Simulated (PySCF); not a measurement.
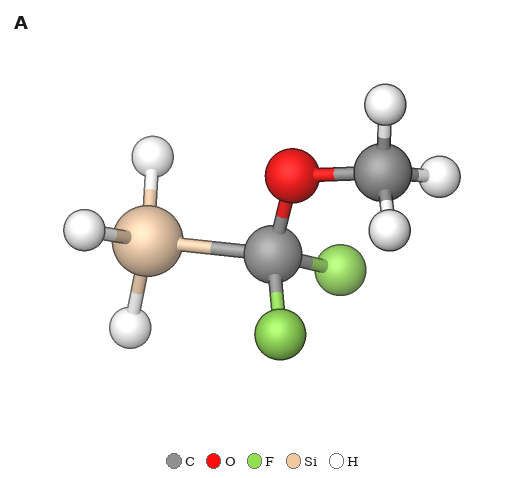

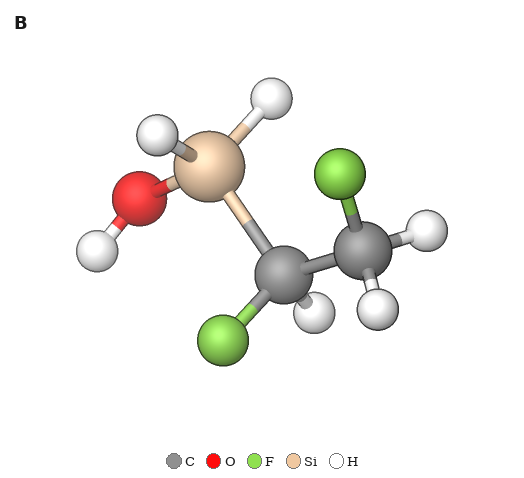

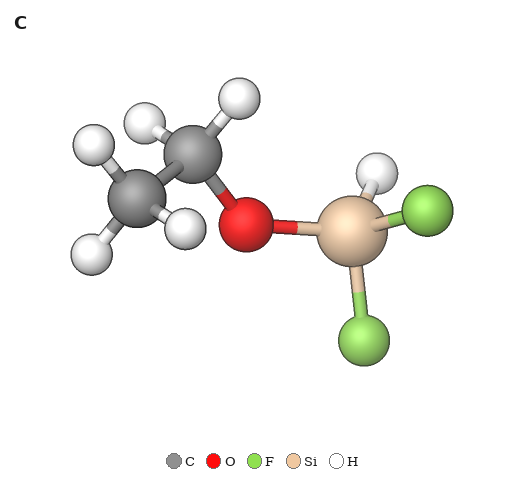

3 stationary structures of one formula. Geometries: GFN2-xTB. Electronic energies: PBE0/pcSseg-1 (PySCF 2.14.0), without zero-point energy. No frequency run is at hand to confirm each as a minimum. Each is one conformer, not always the lowest.

Are they conformers, stereoisomers or constitutional isomers?

Answer. They are constitutional isomers of C2H6F2OSi: A `COC(F)(F)[SiH3]`, B `O[SiH2][C@H](F)CF`, C `CCO[SiH](F)F`.

Which is lowest in energy, and by how much?

Answer. C is lowest; B lies 3.855 eV above it, A lies 4.789 eV above it.

The geometry is semi-empirical. Around Si such bond lengths and angles can be off by a tenth of an ångström or more and by several degrees, and values that hang on the shape move with them.
